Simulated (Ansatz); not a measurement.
```xyz
12

F    -1.9493   -1.1417    0.8790
C    -0.6350   -1.1012    1.2663
C     0.0519    0.0594    0.5896
F     1.2910    0.2123    1.1713
O     0.2057   -0.2394   -0.7524
C     0.5604    0.8124   -1.5558
F    -0.4674    1.6823   -1.6709
F     0.8096    0.3044   -2.7606
H    -0.5837   -0.9642    2.3489
H    -0.1438   -2.0348    0.9802
H    -0.4978    0.9959    0.7294
H     1.4352    1.3593   -1.1909
```

Geometry: PBE0-D4/def2-TZVP.

Level of theory: RKS PBE0-D4/def2-TZVPP in Ansatz.

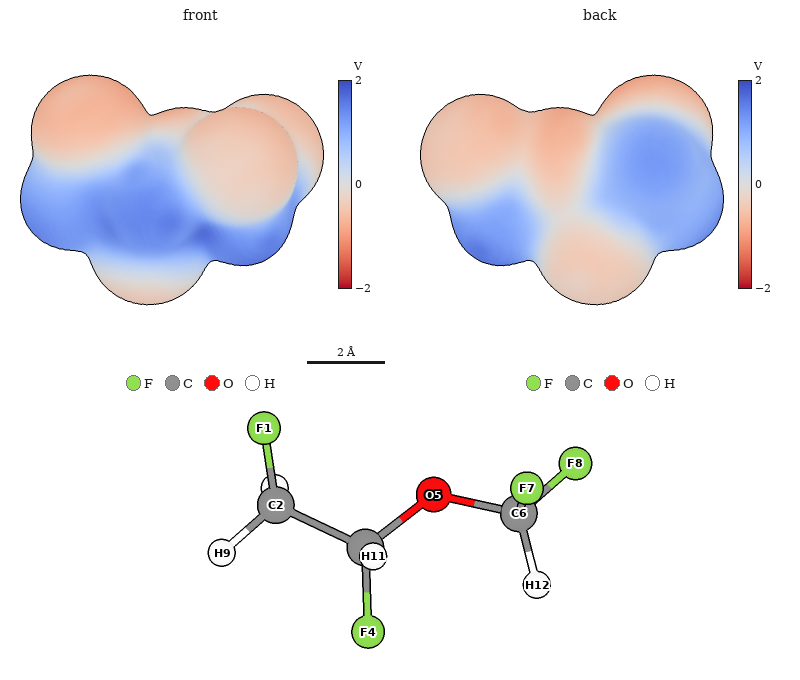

C3H4F4O. The molecular electrostatic potential painted on the density surface at 0.002 e/bohr³, seen from the front and from behind; red is negative and blue positive. The bare structure is drawn below in the same view.

Q: Which sites attract a positive test charge, and which a negative one?

A: A positive charge is drawn to the negative regions and a negative charge to the positive ones. The most negative region (about −0.8 V) lies over F1, the most positive (about +1.6 V) over C3, C6 and H12.
